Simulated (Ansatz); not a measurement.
# Run report: C$_{2}$H$_{7}$BF$_{2}$SSi, geometry relaxation (part 2 of 2)

Continued. System: C$_{2}$H$_{7}$BF$_{2}$SSi. Method: UKS revPBE-D4/STO-3G (Ansatz 0.2.0). It belongs to a series of runs on one base structure; here: start relaxed.

## Trajectory as extended XYZ, continued
```
14
Properties=species:S:1:pos:R:3:forces:R:3 step=11 energy=-26683.39575
B    -1.4840    1.3355    0.5698    0.1616  -1.8571  -0.1829
Si    0.0197    1.7639   -0.6205   -0.2703   0.3589  -0.1188
S     1.5941    0.7162    0.4077   -0.0816  -0.3053   0.1066
C     0.4888   -0.7752    0.6643    1.0819   0.0320   0.0805
C     0.7831   -1.8905   -0.4400   -0.1981   0.0604   0.0920
F    -0.9832   -0.4333    0.5694   -1.0048   1.3029   0.0252
F     0.6464   -1.3265    1.9391   -0.1756   0.1535  -0.0837
H    -1.4448    1.5518    1.7314    0.1182   0.1696  -0.0945
H    -2.5733    1.2427    0.0853    0.3901  -0.1298   0.1868
H    -0.1661    1.0996   -1.9138    0.1541   0.1455  -0.0809
H     0.4846    3.1253   -0.8638    0.0240  -0.0014   0.0585
H     1.8629   -2.1424   -0.3744   -0.1148   0.0021  -0.0129
H     0.1854   -2.8109   -0.2772   -0.0565   0.0540   0.0453
H     0.5733   -1.4854   -1.4487   -0.0281   0.0148  -0.0212
14
Properties=species:S:1:pos:R:3:forces:R:3 step=12 energy=-26683.69678
B    -1.4258    1.1500    0.5675   -0.3229   1.1329   0.1358
Si    0.0143    1.7740   -0.6359   -0.2230   0.2962  -0.1115
S     1.6041    0.7214    0.4000   -0.2238  -0.2147   0.0215
C     0.4916   -0.7359    0.6648    1.5400  -0.0296   0.1454
C     0.7481   -1.8695   -0.4305   -0.3306   0.1065   0.0577
F    -1.0201   -0.3244    0.5819   -0.4169  -1.6489   0.1040
F     0.6120   -1.2793    1.9404   -0.2271   0.1373  -0.1266
H    -1.3972    1.5266    1.7006    0.1018   0.0076  -0.3111
H    -2.5196    1.1251    0.0989    0.1824  -0.1079   0.0186
H    -0.1208    1.1386   -1.9507    0.2270   0.1553  -0.1028
H     0.4828    3.1406   -0.8339   -0.0117   0.0256   0.0545
H     1.8248   -2.1382   -0.3712   -0.1069   0.0315   0.0424
H     0.1450   -2.7843   -0.2577   -0.1106   0.0793   0.0586
H     0.5477   -1.4738   -1.4454   -0.0776   0.0292   0.0136
14
Properties=species:S:1:pos:R:3:forces:R:3 step=13 energy=-26683.86366
B    -1.4415    1.0983    0.5051    0.1311   0.2880   0.1845
Si    0.0322    1.7935   -0.6160   -0.1339   0.2645  -0.6331
S     1.6886    0.7226    0.3123   -0.6555  -0.1932   0.1396
C     0.5900   -0.7206    0.6833    0.5339  -0.1530  -0.0506
C     0.6942   -1.8793   -0.4056   -0.0921  -0.0005   0.2162
F    -0.9622   -0.3753    0.6642   -0.0181  -0.6221   0.1215
F     0.7475   -1.2324    1.9680    0.0048   0.1585  -0.2361
H    -1.4750    1.5342    1.6074   -0.0431   0.0789  -0.0652
H    -2.5006    0.9621   -0.0134    0.1287   0.0555  -0.0290
H    -0.0557    1.3168   -2.0125    0.2163   0.1687   0.2042
H     0.4450    3.1981   -0.6824   -0.0433  -0.1304   0.1113
H     1.7501   -2.2195   -0.4071   -0.0527  -0.1020  -0.0493
H     0.0276   -2.7350   -0.1600    0.0609   0.1114   0.0102
H     0.4466   -1.4926   -1.4145   -0.0370   0.0756   0.0757
14
Properties=species:S:1:pos:R:3:forces:R:3 step=14 energy=-26683.91494
B    -1.4131    1.0581    0.4919   -0.2684  -0.0159  -0.1486
Si   -0.0169    1.8431   -0.6819    0.2503  -0.3384  -0.0603
S     1.5994    0.7580    0.2976    0.2868  -0.2916   0.2065
C     0.6248   -0.7466    0.6970    0.0507   0.3781  -0.2817
C     0.6735   -1.9071   -0.3843    0.0710  -0.0232   0.0868
F    -0.9404   -0.4359    0.7254   -0.2514   0.4685  -0.0920
F     0.8279   -1.2256    1.9802    0.1797  -0.0284  -0.0248
H    -1.4746    1.5554    1.5695    0.0905  -0.0432  -0.1510
H    -2.4564    0.9083   -0.0436   -0.0839  -0.1205   0.0852
H     0.0637    1.4380   -2.1076   -0.1279   0.2522   0.3541
H     0.4085    3.2492   -0.5907   -0.1585  -0.2571  -0.0158
H     1.7173   -2.2857   -0.4397   -0.1328  -0.0316  -0.0190
H    -0.0133   -2.7365   -0.1086    0.0876   0.0582  -0.0090
H     0.3867   -1.5019   -1.3765    0.0062  -0.0070   0.0696
14
Properties=species:S:1:pos:R:3:forces:R:3 step=15 energy=-26683.96614
B    -1.4274    1.0424    0.4550    0.0477  -0.1472  -0.0759
Si    0.0143    1.8128   -0.6706    0.0381   0.2066  -0.2829
S     1.6613    0.7407    0.2792   -0.1579  -0.1158  -0.0111
C     0.6575   -0.7324    0.6955   -0.0308   0.0451  -0.1641
C     0.6556   -1.9091   -0.3693    0.0267  -0.0243   0.0243
F    -0.9207   -0.4222    0.7533    0.0152   0.2510   0.0412
F     0.8899   -1.2082    1.9739    0.0893  -0.0332   0.0505
H    -1.5067    1.5786    1.5108   -0.0093  -0.0414  -0.0739
H    -2.4615    0.8348   -0.0854    0.0302   0.0304   0.0265
H     0.0602    1.5499   -2.1320    0.0263   0.0108   0.4485
H     0.3790    3.2290   -0.5109   -0.0668  -0.2457  -0.0018
H     1.6847   -2.3212   -0.4539   -0.1196   0.0166   0.0094
H    -0.0456   -2.7150   -0.0606    0.0980   0.0675  -0.0210
H     0.3463   -1.5093   -1.3563    0.0129  -0.0205   0.0304
14
Properties=species:S:1:pos:R:3:forces:R:3 step=16 energy=-26683.96594 accepted=F
B    -1.4252    1.0079    0.3992   -0.2898   0.0950   0.2499
Si    0.0253    1.8485   -0.6425    0.2245  -0.1526  -0.1297
S     1.7062    0.7066    0.1590   -0.1396   0.2839  -0.0570
C     0.6954   -0.7112    0.6739    0.5237  -0.4803   0.4356
C     0.5999   -1.9217   -0.3468    0.0727   0.0092   0.0229
F    -0.8375   -0.3773    0.8629   -0.2829   0.1226   0.1314
F     1.0632   -1.1573    1.9512   -0.2664   0.0440  -0.4168
H    -1.6677    1.5848    1.4183    0.1151  -0.1383  -0.2756
H    -2.3945    0.7014   -0.2186    0.1768  -0.0193   0.0496
H     0.0912    1.6607   -2.0999   -0.0674   0.1384   0.1275
H     0.3728    3.2348   -0.3508    0.0144   0.0620  -0.0990
H     1.6031   -2.3844   -0.4574   -0.0502   0.0503  -0.0009
H    -0.1171   -2.6891    0.0102   -0.0020   0.0319   0.0166
H     0.2718   -1.5328   -1.3298   -0.0289  -0.0469  -0.0544
14
Properties=species:S:1:pos:R:3:forces:R:3 step=17 energy=-26683.98641
B    -1.4257    1.0260    0.4285   -0.0382   0.0195   0.0612
Si    0.0231    1.8296   -0.6553    0.0106  -0.0433  -0.1407
S     1.6761    0.7275    0.2429   -0.0330   0.0512   0.0051
C     0.6764   -0.7294    0.6923    0.1005  -0.0448   0.0141
C     0.6296   -1.9116   -0.3638   -0.0070   0.0245   0.0201
F    -0.8859   -0.3953    0.8241   -0.0353   0.0514   0.0426
F     0.9701   -1.2050    1.9635   -0.0230  -0.0126  -0.0816
H    -1.5799    1.5953    1.4587   -0.0066  -0.0370  -0.0691
H    -2.4278    0.7684   -0.1492    0.0459   0.0055  -0.0021
H     0.0768    1.5913   -2.1062    0.0102   0.0216   0.1341
H     0.3734    3.2357   -0.4594    0.0005  -0.0554   0.0092
H     1.6479   -2.3395   -0.4693   -0.0332   0.0116   0.0005
H    -0.0700   -2.7064   -0.0323    0.0166   0.0179   0.0014
H     0.3028   -1.5157   -1.3456   -0.0078  -0.0102   0.0054
14
Properties=species:S:1:pos:R:3:forces:R:3 step=18 energy=-26683.99579
B    -1.4232    1.0108    0.4182   -0.0326  -0.1664  -0.1507
Si    0.0341    1.8180   -0.6541    0.0266   0.0333   0.0804
S     1.6931    0.7304    0.2467   -0.0170   0.0384   0.0639
C     0.6991   -0.7262    0.7019    0.0354   0.0550  -0.0326
C     0.6045   -1.8882   -0.3621   -0.0481   0.0394  -0.0781
F    -0.8577   -0.3750    0.8960    0.0145   0.0687   0.0636
F     1.0224   -1.2377    1.9472    0.0460   0.0163   0.1153
H    -1.6469    1.6005    1.4175   -0.0123   0.0735   0.0283
H    -2.3834    0.6970   -0.2033    0.0231   0.0334   0.0415
H     0.1006    1.5891   -2.0989   -0.0061  -0.0034  -0.0171
H     0.3779    3.2235   -0.4431   -0.0013  -0.0428  -0.0229
H     1.6149   -2.3194   -0.5093   -0.0136  -0.0431  -0.0160
H    -0.0904   -2.6727   -0.0030    0.0041  -0.0759  -0.0411
H     0.2419   -1.4792   -1.3248   -0.0188  -0.0264  -0.0344
14
Properties=species:S:1:pos:R:3:forces:R:3 step=19 energy=-26684.01369
B    -1.4197    0.9782    0.3933   -0.1712  -0.1962  -0.0113
Si    0.0512    1.8034   -0.6464    0.0064   0.0056   0.1925
S     1.7159    0.7374    0.2651    0.0376   0.0173   0.0813
C     0.7337   -0.7218    0.7225   -0.0412  -0.0308   0.0945
C     0.5633   -1.8568   -0.3644   -0.0053   0.0589  -0.0776
F    -0.8090   -0.3408    1.0178    0.0149   0.2587  -0.0250
F     1.1127   -1.2723    1.9402   -0.0252   0.0896  -0.0985
H    -1.7405    1.6289    1.3376    0.0492  -0.1358  -0.1514
H    -2.3265    0.5828   -0.2747    0.1937   0.0481   0.1895
H     0.1329    1.5913   -2.0864    0.0132  -0.0292  -0.1618
H     0.3815    3.2069   -0.4178    0.0003   0.0209  -0.0254
H     1.5590   -2.3013   -0.5726   -0.0674  -0.0148  -0.0042
H    -0.1234   -2.6380    0.0163   -0.0069  -0.0826  -0.0415
H     0.1560   -1.4271   -1.3018    0.0020  -0.0097   0.0390
14
Properties=species:S:1:pos:R:3:forces:R:3 step=20 energy=-26684.02165
B    -1.4108    0.9333    0.3665   -0.4375  -0.3437   0.2220
Si    0.0777    1.7773   -0.6369    0.0111   0.0157   0.2091
S     1.7516    0.7488    0.2999    0.0173   0.0105   0.0963
C     0.7701   -0.7087    0.7506   -0.1173  -0.2158   0.2124
C     0.5045   -1.8008   -0.3692    0.0732   0.1116  -0.1190
F    -0.7461   -0.2852    1.1648    0.0594   0.4609  -0.2947
F     1.2093   -1.3144    1.9256   -0.1320   0.1638  -0.2778
H    -1.8534    1.6353    1.2422    0.2253  -0.4188  -0.4336
H    -2.2438    0.4166   -0.3396    0.4483   0.2197   0.4381
H     0.1954    1.5569   -2.0709   -0.0042  -0.0178  -0.2101
H     0.3829    3.1851   -0.4075   -0.0019   0.0536  -0.0345
H     1.4788   -2.2604   -0.6570   -0.2195   0.0741   0.0535
H    -0.1742   -2.5818    0.0274   -0.0003  -0.0646  -0.0424
H     0.0449   -1.3311   -1.2673    0.0781  -0.0491   0.1807
14
Properties=species:S:1:pos:R:3:forces:R:3 step=21 energy=-26684.07084
B    -1.3780    0.8524    0.3348   -0.0141  -0.0198   0.1700
Si    0.1087    1.7605   -0.6360   -0.0245  -0.0497   0.1060
S     1.7976    0.7542    0.3167   -0.1090  -0.0459   0.0541
C     0.8007   -0.6968    0.7816   -0.2595   0.0725  -0.1353
C     0.4278   -1.7332   -0.3554    0.2071  -0.0904  -0.0796
F    -0.6675   -0.2067    1.2682    0.0533   0.1279  -0.1441
F     1.2651   -1.3452    1.9109   -0.0156   0.0364   0.0034
H    -1.9311    1.5400    1.1231    0.0548   0.0869  -0.0034
H    -2.1311    0.2522   -0.3559    0.1682  -0.1150  -0.0130
H     0.2474    1.5648   -2.0788   -0.0017  -0.0252  -0.0376
H     0.3779    3.1769   -0.3986   -0.0114  -0.0047   0.0046
H     1.3725   -2.2010   -0.7015   -0.0504  -0.0637  -0.0496
H    -0.2486   -2.5203    0.0346   -0.0015   0.0233   0.0355
H    -0.0545   -1.2271   -1.2148    0.0042   0.0672   0.0890
14
Properties=species:S:1:pos:R:3:forces:R:3 step=22 energy=-26684.08178
B    -1.3637    0.8358    0.3381    0.0065  -0.0936  -0.0465
Si    0.1153    1.7588   -0.6248    0.0036  -0.0021  -0.0464
S     1.8026    0.7548    0.3300   -0.0033   0.0193  -0.0289
C     0.7982   -0.6931    0.7819    0.0179   0.0789  -0.0125
C     0.4077   -1.7170   -0.3607   -0.0496   0.0091  -0.0081
F    -0.6332   -0.1570    1.3147    0.0110  -0.0335  -0.0505
F     1.2716   -1.3516    1.8999    0.0124  -0.0554   0.0711
H    -1.9689    1.5406    1.0720   -0.0064  -0.0586  -0.0049
H    -2.0299    0.1459   -0.3614   -0.0043   0.1038   0.0534
H     0.2577    1.5504   -2.0686   -0.0091   0.0164   0.0299
H     0.3648    3.1802   -0.3938    0.0247  -0.0191   0.0018
H     1.3295   -2.2040   -0.7401    0.0048   0.0358   0.0351
H    -0.2783   -2.4934    0.0341   -0.0076   0.0135   0.0075
H    -0.0864   -1.1796   -1.1926   -0.0005  -0.0145  -0.0011
14
Properties=species:S:1:pos:R:3:forces:R:3 step=23 energy=-26684.08446
B    -1.3680    0.8405    0.3373   -0.0126  -0.0557   0.0228
Si    0.1111    1.7583   -0.6296    0.0086   0.0198   0.0112
S     1.7981    0.7578    0.3264   -0.0083  -0.0208  -0.0062
C     0.7990   -0.6925    0.7799   -0.0251   0.0178   0.0131
C     0.4165   -1.7219   -0.3593    0.0090  -0.0042  -0.0133
F    -0.6458   -0.1784    1.2937    0.0184   0.0290  -0.0386
F     1.2667   -1.3467    1.9051    0.0048  -0.0042   0.0087
H    -1.9549    1.5372    1.0933    0.0046  -0.0103  -0.0185
H    -2.0603    0.1805   -0.3626    0.0167   0.0291   0.0198
H     0.2464    1.5553   -2.0735    0.0042  -0.0023   0.0032
H     0.3775    3.1754   -0.3940   -0.0106   0.0000  -0.0068
H     1.3440   -2.2071   -0.7263   -0.0113   0.0057   0.0036
H    -0.2709   -2.4963    0.0369   -0.0003   0.0030  -0.0008
H    -0.0726   -1.1913   -1.1986    0.0019  -0.0067   0.0016
14
Properties=species:S:1:pos:R:3:forces:R:3 step=24 energy=-26684.08466
B    -1.3663    0.8377    0.3367    0.0106  -0.0030   0.0123
Si    0.1119    1.7609   -0.6275   -0.0028  -0.0095  -0.0052
S     1.7998    0.7557    0.3226    0.0065   0.0006   0.0053
C     0.8001   -0.6928    0.7801   -0.0246   0.0231  -0.0115
C     0.4142   -1.7220   -0.3585    0.0066  -0.0115  -0.0003
F    -0.6419   -0.1753    1.2951   -0.0016   0.0078  -0.0155
F     1.2690   -1.3469    1.9048    0.0029  -0.0028   0.0058
H    -1.9579    1.5330    1.0890   -0.0003   0.0038   0.0056
H    -2.0559    0.1788   -0.3643    0.0040  -0.0096  -0.0025
H     0.2497    1.5580   -2.0712   -0.0040   0.0029   0.0008
H     0.3727    3.1792   -0.3934    0.0033  -0.0028   0.0048
H     1.3404   -2.2086   -0.7256   -0.0005  -0.0025  -0.0010
H    -0.2742   -2.4949    0.0388   -0.0004   0.0004   0.0005
H    -0.0747   -1.1919   -1.1979    0.0002   0.0032   0.0008
14
Properties=species:S:1:pos:R:3:forces:R:3 step=25 energy=-26684.08471
B    -1.3664    0.8379    0.3370    0.0063   0.0006   0.0013
Si    0.1119    1.7604   -0.6274   -0.0004   0.0040  -0.0048
S     1.8004    0.7557    0.3221   -0.0058   0.0002  -0.0014
C     0.7993   -0.6918    0.7793   -0.0022   0.0019   0.0000
C     0.4145   -1.7222   -0.3586   -0.0020  -0.0025  -0.0007
F    -0.6421   -0.1744    1.2943    0.0072  -0.0053   0.0030
F     1.2680   -1.3456    1.9045    0.0008  -0.0026   0.0052
H    -1.9581    1.5329    1.0896   -0.0019   0.0042   0.0017
H    -2.0549    0.1776   -0.3637   -0.0028  -0.0029  -0.0061
H     0.2480    1.5586   -2.0714   -0.0012   0.0019   0.0002
H     0.3738    3.1782   -0.3920    0.0008  -0.0003   0.0014
H     1.3406   -2.2099   -0.7245    0.0018  -0.0006   0.0008
H    -0.2748   -2.4943    0.0386   -0.0004   0.0006   0.0007
H    -0.0732   -1.1924   -1.1990   -0.0003   0.0008  -0.0013
```

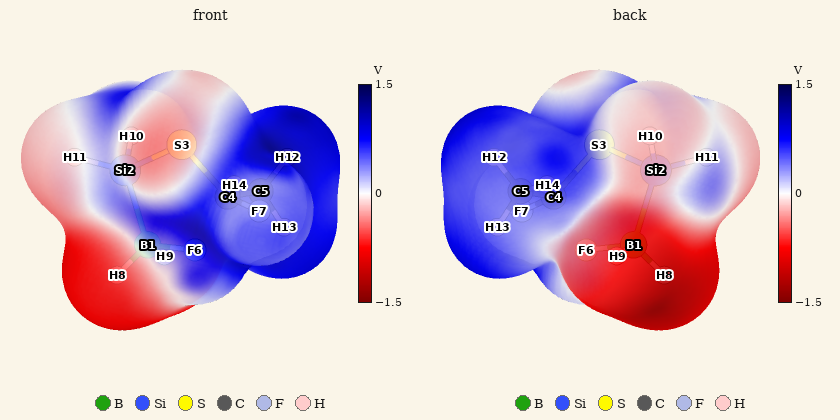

The electrostatic potential painted on the density surface at 0.001 e/bohr³, seen at a tilt and from behind; red is negative and blue positive.

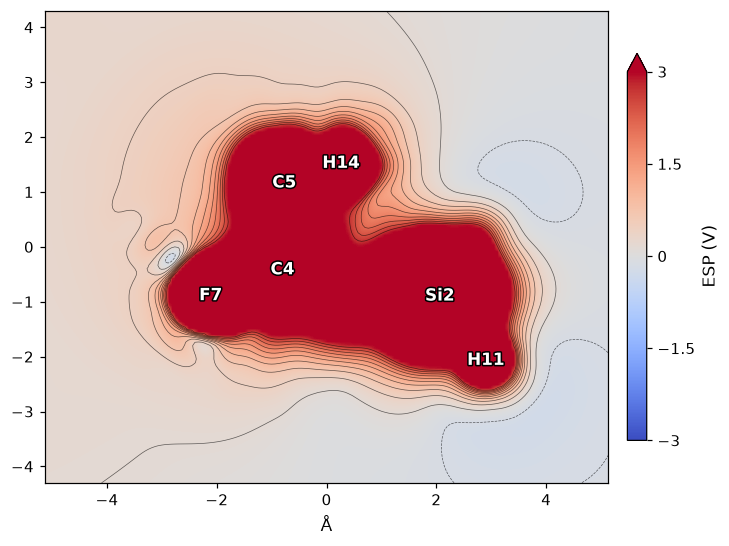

Electrostatic potential on the plane of atoms C5, C4 and F7. The potential has no marked negative region in this plane.

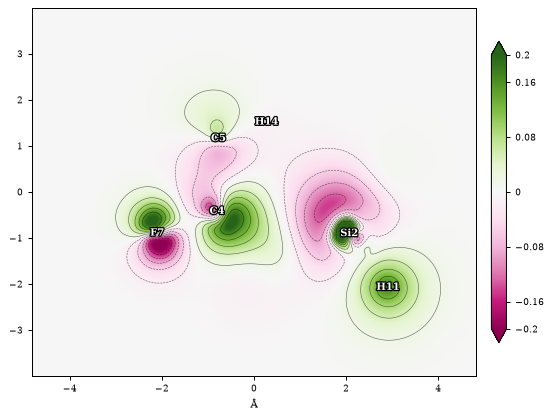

The HOMO−1 (α) on the plane of atoms C5, C4 and F7 (values in Å⁻³ᐟ²; the overall sign is arbitrary). It lies mainly on Si2 (30 %), B1 (25 %), S3 (15 %) and H9 (10 %). Its energy is −3.99 eV.

The run was set up as follows.

## Input file
```yaml
crystal:
  periodic: [false, false, false]
  atoms:
    - { symbol: B, position_ang: [-1.6965, 1.9645, 0.4562] }
    - { symbol: Si, position_ang: [-0.1526, 1.542, -0.5572] }
    - { symbol: S, position_ang: [1.2487, 0.5905, 0.7393] }
    - { symbol: C, position_ang: [0.639, -1.0872, 0.7555] }
    - { symbol: C, position_ang: [0.9831, -1.8752, -0.5075] }
    - { symbol: F, position_ang: [-0.8156, -1.0381, 0.8483] }
    - { symbol: F, position_ang: [1.0764, -1.7627, 1.873] }
    - { symbol: H, position_ang: [-1.7854, 1.7508, 1.5834] }
    - { symbol: H, position_ang: [-2.6342, 2.5803, -0.0517] }
    - { symbol: H, position_ang: [-0.5117, 0.6812, -1.6625] }
    - { symbol: H, position_ang: [0.4347, 2.7819, -1.0638] }
    - { symbol: H, position_ang: [2.1079, -1.9033, -0.5435] }
    - { symbol: H, position_ang: [0.5388, -2.8787, -0.4539] }
    - { symbol: H, position_ang: [0.5543, -1.3752, -1.3868] }
magnetization:
  spin_polarized: true
basis:
  gaussian: { orbitals: STO-3G }
hamiltonian:
  xc: revpbe
  dispersion: d4
relax:
  f_tol: 0.02
  max_steps: 40
output:
  orbitals: {}
```

Run as:
```bash
ansatz run input.yaml --threads 1 --pin off --max-ram 2048MiB --backend cpu --events-out ev --progress --plain --runs-dir out
```

## Results in brief

- outcome: converged
- total energy: −26684.0847 eV
- mean-field energy: −26682.9058 eV
- largest force (length of the vector) at the end: 0.009 eV/Å
- hardware: 1 thread of AMD EPYC (Zen 3), 144 GiB of memory available, shared host
- wall time: 3 min
- peak memory: 0.23 GiB
